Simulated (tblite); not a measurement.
**Run report: C5H9N, molecular dynamics (part 2 of 2)**

C5H9N; GFN2-xTB Langevin dynamics, gas phase (tblite 0.8.0). 

Geometry of the input (Å):
```
C  -2.1020  -0.2812  -0.0609
C  -0.6640  -0.2623  -0.5635
C  0.2416  0.5508  0.3588
C  1.6897  0.5892  -0.1470
C  2.2777  -0.7258  -0.1460
N  2.7364  -1.7728  -0.1352
H  -2.7328  -0.8565  -0.7337
H  -2.1550  -0.7317  0.9277
H  -2.4990  0.7301  0.0015
H  -0.6372  0.1667  -1.5686
H  -0.2859  -1.2853  -0.6288
H  0.2210  0.1187  1.3620
H  -0.1304  1.5759  0.4266
H  2.2991  1.2350  0.4920
H  1.7232  0.9812  -1.1680
```

Trajectory as extended XYZ, continued:
```
15
Properties=species:S:1:pos:R:3:forces:R:3 step=2925 time_fs=4387.5 energy=-494.40781 temperature=169.4
C    -1.3895    2.7150   -0.0859   -1.2180  -2.0330   0.1930
C    -0.2080    1.9388   -0.6438    0.5490  -0.5880   0.0050
C     0.2757    2.5170   -1.9784   -0.0420   0.8400   0.6840
C     1.6915    2.0642   -2.2722    0.7090   0.3460  -1.5110
C     2.6009    2.6135   -1.3248   -1.2110  -0.9240  -0.4900
N     3.2370    2.9695   -0.4654    1.5690   0.9800   1.6140
H    -1.6216    2.2393    0.9028   -0.2290   0.5000  -0.8590
H    -1.1785    3.7303    0.0873    0.4420   1.1170   0.0900
H    -2.2772    2.6557   -0.7707    0.7190  -0.0640   0.7160
H    -0.4247    0.8344   -0.7867    0.0180   1.1810   0.2930
H     0.6173    2.0275    0.0982   -0.3970  -0.1800  -0.4230
H     0.3671    3.6193   -1.8423   -0.4950  -0.4760  -0.3020
H    -0.4514    2.2743   -2.7579    0.3340   0.1140  -0.0620
H     2.0978    2.4969   -3.2275   -0.6790  -0.5990   0.2240
H     1.8099    0.9849   -2.2614   -0.0670  -0.2130  -0.1720
15
Properties=species:S:1:pos:R:3:forces:R:3 step=3150 time_fs=4725.0 energy=-494.40771 temperature=115.7
C    -1.9877    3.2255   -0.3163    0.6000   2.3210   0.4590
C    -0.5573    2.7479   -0.5039    0.2150  -0.0090  -0.2910
C    -0.0268    3.2000   -1.8771   -0.2600  -0.9170  -0.2000
C     1.2556    2.4917   -2.3486   -0.0130   0.3600   0.2640
C     2.4265    2.8042   -1.5969   -1.3400   0.0050  -0.0870
N     3.2869    3.2269   -0.9985    1.6760   0.4460   1.0180
H    -2.4336    3.0134    0.6662    0.2920  -0.1850  -0.5310
H    -1.9075    4.3594   -0.3993   -0.3660  -1.0830   0.2770
H    -2.6248    2.9510   -1.1278   -0.3970  -0.5820  -0.2550
H    -0.4798    1.6783   -0.3573   -0.0930  -0.4180  -0.3190
H     0.1022    3.1785    0.2357    0.0670   0.2620   0.4420
H     0.1677    4.2634   -1.8647   -0.1900   0.3000  -0.0140
H    -0.7676    2.9469   -2.6607    0.1080   0.3550   0.3810
H     1.5125    2.9226   -3.3065   -0.1850  -0.3770  -0.7770
H     1.1237    1.4243   -2.3413   -0.1150  -0.4780  -0.3660
15
Properties=species:S:1:pos:R:3:forces:R:3 step=3375 time_fs=5062.5 energy=-494.49718 temperature=160.1
C    -1.8345    4.0021   -0.6768   -0.6810   0.4260   0.0090
C    -0.7623    3.0551   -1.1277    0.3900  -0.1720  -0.4990
C     0.0003    3.6283   -2.3737   -1.2000   0.2810   0.2070
C     1.0497    2.6585   -2.8848    0.3770   0.2480  -1.0080
C     2.0479    2.5292   -1.8906   -0.1490   0.1280  -0.1490
N     2.8303    2.5604   -1.0713    1.0540  -0.1690   1.0380
H    -2.3297    3.7018    0.2466    0.0960  -0.2310  -0.1160
H    -1.4024    4.9659   -0.4949    0.1860   0.6210   0.1030
H    -2.5995    4.1244   -1.4486    0.0590  -0.0680   0.0930
H    -1.2358    2.0697   -1.2602    0.2830   0.2150  -0.7240
H    -0.0613    2.8898   -0.3339    0.6100   0.1280   0.5520
H     0.4592    4.6383   -2.1705   -0.4420  -1.0600   0.1170
H    -0.7762    3.7810   -3.1428    0.3430   0.0250   0.0230
H     1.5895    3.0047   -3.8048   -0.6010  -0.0240   0.4700
H     0.6356    1.6843   -3.0957   -0.3240  -0.3470  -0.1150
15
Properties=species:S:1:pos:R:3:forces:R:3 step=3600 time_fs=5400.0 energy=-494.50004 temperature=150.6
C    -1.7248    4.0896   -1.4669    0.0800  -0.5710  -0.1970
C    -0.7974    2.8655   -1.4647   -1.4240  -0.0630  -0.0870
C    -0.0449    2.8024   -2.7637    0.1870  -0.4700  -0.0460
C     1.0376    1.7335   -2.7239    0.9900  -0.5030  -0.3420
C     2.0709    2.0306   -1.7221   -1.6910  -0.2440  -1.6380
N     2.8223    2.3499   -0.9372    0.9880   0.2430   0.9410
H    -1.9693    4.3312   -0.4684   -0.5430   0.1880   1.0660
H    -1.2408    4.9430   -1.8705    0.6440   0.7390  -0.4200
H    -2.6339    3.9574   -2.0438   -0.0380  -0.3210  -0.0080
H    -1.4538    1.9756   -1.3556    0.5950   0.2720   0.2220
H    -0.0809    2.9439   -0.6470   -0.1620  -0.1230   0.0620
H     0.4550    3.7462   -2.8564    0.2310   0.6670  -0.4820
H    -0.6961    2.6159   -3.6303    0.1010   0.1510   0.3060
H     1.5052    1.7299   -3.7460   -0.1040  -0.3380   0.8850
H     0.6253    0.7360   -2.4770    0.1460   0.3740  -0.2630
15
Properties=species:S:1:pos:R:3:forces:R:3 step=3825 time_fs=5737.5 energy=-494.50196 temperature=154.8
C    -2.1067    4.5409   -1.8102    1.5690   0.1760   0.9720
C    -1.1447    3.4383   -1.3437   -0.3920  -1.1390   0.4500
C    -0.4723    2.8043   -2.5965   -0.0460  -0.5550   0.8540
C     0.5421    1.6685   -2.2294   -0.7320   0.8100   0.7430
C     1.6389    2.1941   -1.4508   -1.2420  -0.6910  -0.5790
N     2.5076    2.5321   -0.8078    1.1350   0.5930   0.7600
H    -2.7160    4.9376   -1.0281   -0.1900   0.1490   0.8370
H    -1.4815    5.3606   -2.1643   -0.3610  -0.0330  -0.4490
H    -2.7817    4.1451   -2.5116   -0.4910  -0.2760  -1.2210
H    -1.7309    2.6389   -0.8075    0.3350   0.5080  -0.5620
H    -0.4110    3.7628   -0.5688   -0.3020   0.1460  -0.8830
H     0.0420    3.5810   -3.1496    0.1420   0.1190  -0.1180
H    -1.2567    2.3729   -3.2426    0.2950   0.1690   0.2480
H     0.9872    1.2509   -3.1073    0.0660  -0.3810  -0.7210
H     0.0436    0.8733   -1.6348    0.2130   0.4060  -0.3320
15
Properties=species:S:1:pos:R:3:forces:R:3 step=4050 time_fs=6075.0 energy=-494.40895 temperature=107.4
C    -2.2327    5.1000   -1.1792    0.6940  -0.9180  -0.6070
C    -1.4274    3.8100   -1.0080   -0.4590   0.3280   0.2680
C    -1.3019    2.9805   -2.2821   -0.7730   0.5230   0.3450
C    -0.4481    1.7833   -2.0573    1.4780   0.0600   1.6380
C     0.9007    2.2052   -1.7124    0.4230  -0.0450   0.0320
N     1.9612    2.5233   -1.4143   -0.4320  -0.0860  -0.1670
H    -2.5709    5.3643   -0.2211   -0.3900   0.7950   1.0510
H    -1.6633    5.8601   -1.6411    0.6570   0.9290  -0.2620
H    -3.0673    4.9211   -1.8108   -0.8650  -0.2430  -0.4730
H    -2.0457    3.2883   -0.2990    0.1340  -0.8670   0.5200
H    -0.4504    4.0363   -0.5407   -0.3740  -0.2260  -0.4020
H    -0.8374    3.6118   -3.0101    0.1030   0.3480  -0.8170
H    -2.2757    2.6063   -2.6390    0.1230   0.5280   0.1130
H    -0.3855    1.1739   -2.9120   -0.0170  -0.9410  -1.0680
H    -0.7647    1.2164   -1.1750   -0.3030  -0.1850  -0.1730
15
Properties=species:S:1:pos:R:3:forces:R:3 step=4275 time_fs=6412.5 energy=-494.48184 temperature=113.5
C    -2.5695    5.4026   -1.5734    0.8630   0.7580  -0.5330
C    -1.7190    4.1660   -1.2932    0.8350   0.5780   0.2110
C    -1.6575    3.1479   -2.4240    0.3860   0.3460   0.2510
C    -0.7642    1.9751   -1.9815   -0.6880   0.9610   0.2570
C     0.5899    2.3731   -1.8620   -0.1340  -0.5370  -0.0020
N     1.6971    2.5691   -1.7077    1.2060   0.4800   0.0610
H    -2.4258    6.1860   -0.7857   -0.1230  -0.7590  -0.7150
H    -2.2771    5.8382   -2.5688   -0.2480  -0.2700   0.9740
H    -3.6043    5.1331   -1.6286   -0.5490  -0.0360   0.0280
H    -2.0879    3.6832   -0.3758    0.2670   0.1690  -0.1640
H    -0.6534    4.4944   -1.1692   -0.7890  -0.1610   0.3660
H    -1.3255    3.6589   -3.3336    0.1670  -0.3060   0.0610
H    -2.6008    2.7040   -2.6019   -1.2850  -0.1770  -0.3220
H    -0.8622    1.1763   -2.6915    0.0390  -0.6070  -0.1300
H    -1.1028    1.7218   -0.9642    0.0530  -0.4390  -0.3440
15
Properties=species:S:1:pos:R:3:forces:R:3 step=4500 time_fs=6750.0 energy=-494.43503 temperature=124.9
C    -3.6152    4.7725   -1.7280    0.4280  -0.3430   0.3090
C    -2.2708    4.0539   -1.4079   -1.4300   0.1100  -0.3400
C    -1.9672    3.0515   -2.5150   -1.4340  -1.0820   0.5340
C    -1.0814    1.9439   -2.0178    0.8440  -1.1410   1.3200
C     0.2191    2.4482   -1.6952    0.5560   0.5300   0.3150
N     1.2199    2.9230   -1.4065   -0.0170  -0.1430  -0.0970
H    -3.8486    5.5126   -0.9792    0.0980   0.2340   0.3480
H    -3.5783    5.3041   -2.6786   -0.0520  -0.3740  -0.0250
H    -4.4306    4.0355   -1.6853    0.2940   0.2810  -0.3780
H    -2.4072    3.5692   -0.4212    0.2520   0.0200  -0.5710
H    -1.4643    4.7384   -1.3518    0.6750   0.8450   0.2580
H    -1.6083    3.4353   -3.4555    0.2380   0.5680  -0.0240
H    -2.9158    2.5435   -2.7183   -0.2080   0.0810  -0.3370
H    -0.8985    1.1463   -2.7464   -0.4070  -0.0220  -0.0160
H    -1.4579    1.4859   -1.0351    0.1620   0.4360  -1.2950
15
Properties=species:S:1:pos:R:3:forces:R:3 step=4725 time_fs=7087.5 energy=-494.40368 temperature=165.9
C    -4.0631    4.7019   -1.6373    0.6220  -1.1410   0.3050
C    -2.8631    3.7412   -1.4282   -0.6300  -0.8180  -0.2890
C    -2.5411    3.0997   -2.8102    0.7280   0.2400   0.6720
C    -1.3025    2.1799   -2.6974    0.1570  -0.1490  -1.8140
C    -0.1380    2.9295   -2.3660   -0.8760  -0.3660  -0.1710
N     0.7501    3.4964   -1.9554    1.5400   0.9860   0.4200
H    -4.2370    5.2416   -0.7165   -0.4200  -0.0080   0.0020
H    -3.7985    5.3914   -2.4136    0.0710   0.4680  -0.2940
H    -4.9279    4.1179   -1.9948    0.2500   0.3940   0.5020
H    -3.0729    2.9455   -0.6467   -0.0760   0.7650  -0.9500
H    -1.9720    4.2623   -1.0610   -0.2210   0.1260  -0.2300
H    -2.3198    3.9304   -3.5157    0.0360  -0.4860   0.3500
H    -3.3438    2.5197   -3.2625   -0.2740   0.0520   0.4090
H    -1.1253    1.7362   -3.7423   -0.1950   0.1400   1.4200
H    -1.3009    1.4254   -1.9052   -0.7110  -0.2020  -0.3330
15
Properties=species:S:1:pos:R:3:forces:R:3 step=4950 time_fs=7425.0 energy=-494.49659 temperature=149.8
C    -4.3167    4.5163   -2.1457   -0.3320   0.4570  -0.3330
C    -2.9809    3.9361   -1.8137    0.9080  -1.0170  -0.5900
C    -2.8148    2.5973   -2.6071    1.0980   0.4370   0.1200
C    -1.3946    1.9847   -2.4669   -0.3060   0.5610   0.0730
C    -0.3710    2.9304   -2.8144   -1.3790  -1.0490   0.4680
N     0.3638    3.7524   -3.0575    1.4540   1.3330  -0.5140
H    -4.5178    5.5160   -1.7732    0.2920   0.0220   0.1970
H    -4.4179    4.5416   -3.2161   -0.0690   0.2190  -0.5430
H    -5.0845    3.8682   -1.7939   -0.6810  -0.4740   0.4330
H    -2.8610    3.7687   -0.7514   -0.0890  -0.1770   0.3040
H    -2.1547    4.5886   -2.1174   -0.1960   0.0570  -0.0670
H    -2.9927    2.7643   -3.6570   -0.1580   0.3410  -0.4320
H    -3.4565    1.7955   -2.3079   -0.8230  -0.1260   0.4930
H    -1.2752    1.1134   -3.1140   -0.1070  -0.1230   0.2680
H    -1.3030    1.7679   -1.4071    0.3860  -0.4610   0.1220
15
Properties=species:S:1:pos:R:3:forces:R:3 step=5175 time_fs=7762.5 energy=-494.35662 temperature=131.9
C    -4.2747    3.4288   -2.8547   -1.4710  -1.1940   0.2630
C    -3.0313    3.3518   -1.9956    0.0670   1.4770  -1.1770
C    -2.3259    2.0702   -2.2257    1.8760  -0.5560  -0.5370
C    -1.0629    2.0781   -1.3278    0.8080  -1.2380  -0.7860
C     0.0207    2.7601   -2.0160    0.4270   0.5810  -0.4400
N     0.8164    3.3200   -2.6372   -0.9020  -0.7270   0.8290
H    -4.9282    4.2768   -2.5858    0.4570  -0.3230  -0.3040
H    -3.9805    3.4601   -3.9127   -0.3410   0.0760   0.4050
H    -4.9133    2.4671   -2.6791    1.0200   1.5520  -0.4070
H    -3.2270    3.3667   -0.9615   -0.7590   0.4400   1.3400
H    -2.3736    4.2424   -2.2263   -0.4680  -0.8780   0.1350
H    -1.9837    1.9980   -3.2929   -0.5070  -0.3190   0.8090
H    -2.9156    1.2117   -1.9031   -0.1930   0.0680  -0.4170
H    -0.7385    1.0175   -1.1438   -0.0750   0.7880  -0.1010
H    -1.2822    2.5322   -0.3774    0.0610   0.2530   0.3880
15
Properties=species:S:1:pos:R:3:forces:R:3 step=5400 time_fs=8100.0 energy=-494.48416 temperature=150.3
C    -3.9677    3.1622   -3.5742   -0.7770   0.4260  -0.1590
C    -2.8414    3.2180   -2.5539   -0.4180  -0.9690  -0.5210
C    -2.6414    1.8017   -1.9754    1.6910   0.4260  -1.7730
C    -1.5896    1.7845   -0.8899   -0.0210  -0.5300   0.9170
C    -0.3823    2.3370   -1.4276    0.8630   0.2810   0.0720
N     0.5974    2.7903   -1.8143   -0.3830  -0.2020   0.0510
H    -4.0472    4.1256   -4.1171   -0.1450  -0.5480   0.4150
H    -3.8322    2.3822   -4.3147    0.2770  -0.0680  -0.0800
H    -4.9225    2.9229   -3.0616    0.4470   0.3870  -0.3280
H    -3.1276    3.8974   -1.7859   -0.1940   0.5280   0.7940
H    -1.9539    3.6150   -3.0228    0.4360  -0.1380  -0.0960
H    -2.2379    1.1460   -2.7807   -0.3520   0.3340   0.1360
H    -3.5696    1.4063   -1.7063   -1.3400  -0.5510   0.8130
H    -1.3625    0.7152   -0.5614   -0.3720   1.3120  -0.0610
H    -1.9162    2.4512   -0.0577    0.2890  -0.6890  -0.1790
```

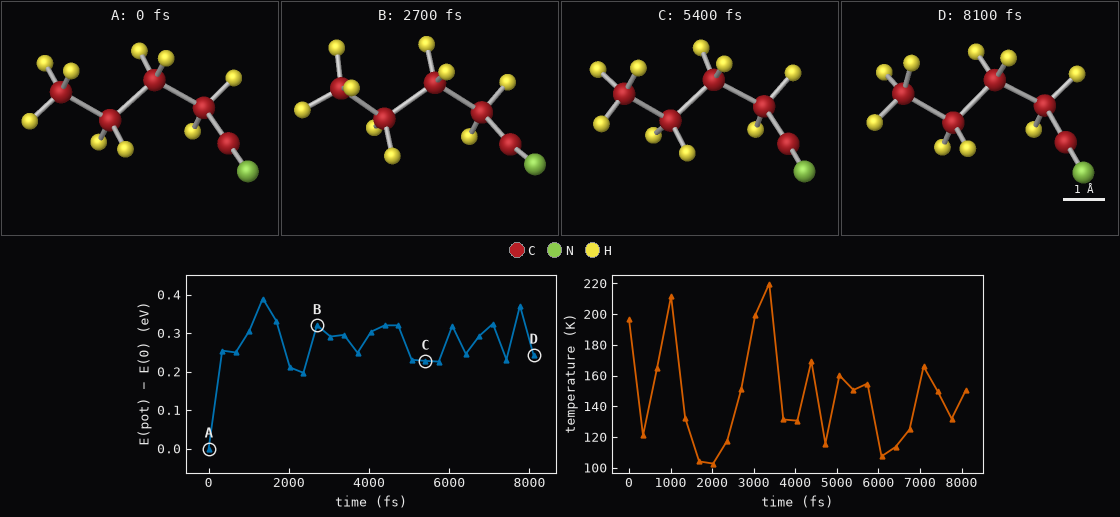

Fig. 1: Frames of the molecular dynamics (ball-and-stick, seen at a tilt) above the curves, on which the letters mark them. The trajectory kept here has 25 frames over 8100 fs. The temperature starts at 197 K, ranges from 103 to 220 K and averages 140 K over the second half. The potential energy ends 0.244 eV above its first value. After an unweighted best fit of the last frame on the first, the root-mean-square displacement is 0.14 Å, and H8 has moved furthest (0.26 Å).

Key numbers:

```json
{"quantity": "outcome", "value": "finished"}
{"quantity": "mean temperature over the second half", "value": "140 K"}
{"quantity": "trajectory", "value": "25 frames kept, 8100 fs"}
{"quantity": "wall time", "value": "24 s"}
{"quantity": "peak memory", "value": "0.44 GiB"}
```
